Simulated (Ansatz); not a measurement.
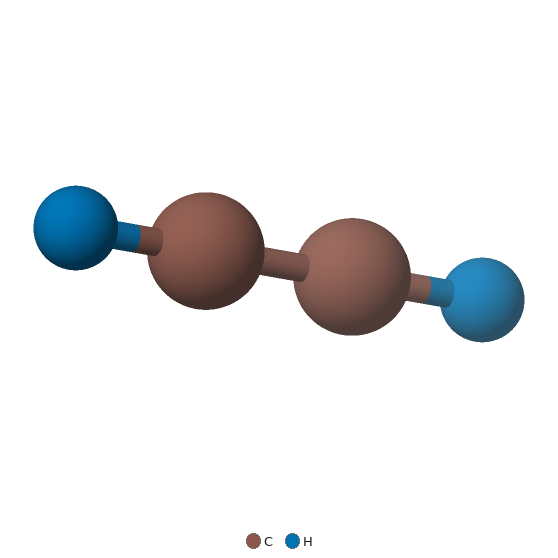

Ball-and-stick drawing of a structure. Every bond is drawn as one stick, whatever its order.

Which formula does it have?

Answer. C₂H₂, 4 atoms: 2 carbon and 2 hydrogen.

What is the point group of this geometry?

Answer. D∞h.

How many sets of symmetry-equivalent atoms are there?

Answer. 2: 2 C, 2 H.

How many bonds of each kind are drawn?

Answer. 2 C–H, 1 C–C. Sticks follow a distance rule.

More results for the same structure follow; atom numbers are the same in all pictures, views and colours differ. The computed structure is the end point of a PBE0-D4/def2-TZVP optimisation.

## Geometry

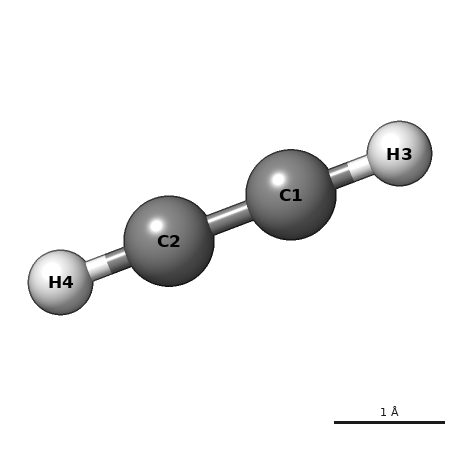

Atoms carry their numbers in the input.

Estimate the angles C2–C1–H3.

```tsv
angle	degrees
C2–C1–H3	180.0
```

## Vibrations

Harmonic vibrations computed with RKS PBE0-D4/def2-TZVP (Ansatz 0.2.0) at a stationary point of the same level.

How many vibrational modes are there, and where do they lie?

Answer. 7 modes: 636, 636, 772, 772, 2084, 3427, 3528 cm⁻¹.

## Electronic properties

Level of theory: RKS PBE0-D4/def2-TZVPP (Ansatz 0.2.0).

What does the calculation give?

- HOMO energy (Kohn–Sham orbital): −8.43 eV
- LUMO energy (Kohn–Sham orbital): 0.86 eV
- HOMO–LUMO gap: 9.29 eV

## Charges

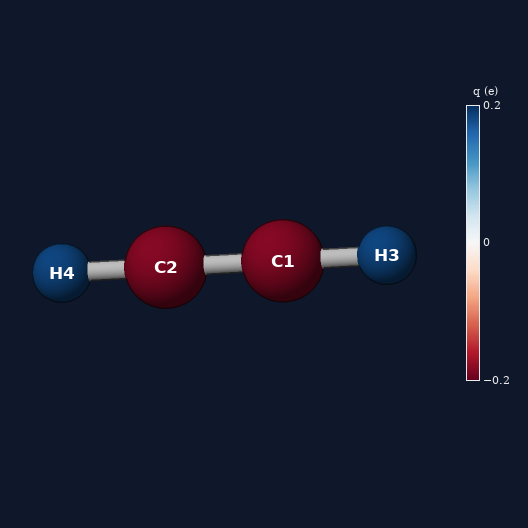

Atoms are coloured by their Mulliken charges. Level of theory: RKS PBE0-D4/def2-TZVP (Ansatz 0.2.0).

Give the Mulliken charges atom by atom.

```json
{"atom": "C1", "value (e)": "−0.19"}
{"atom": "C2", "value (e)": "−0.19"}
{"atom": "H3", "value (e)": "0.19"}
{"atom": "H4", "value (e)": "0.19"}
```

Mulliken values depend strongly on the basis set and can even reverse the polarity of a bond.
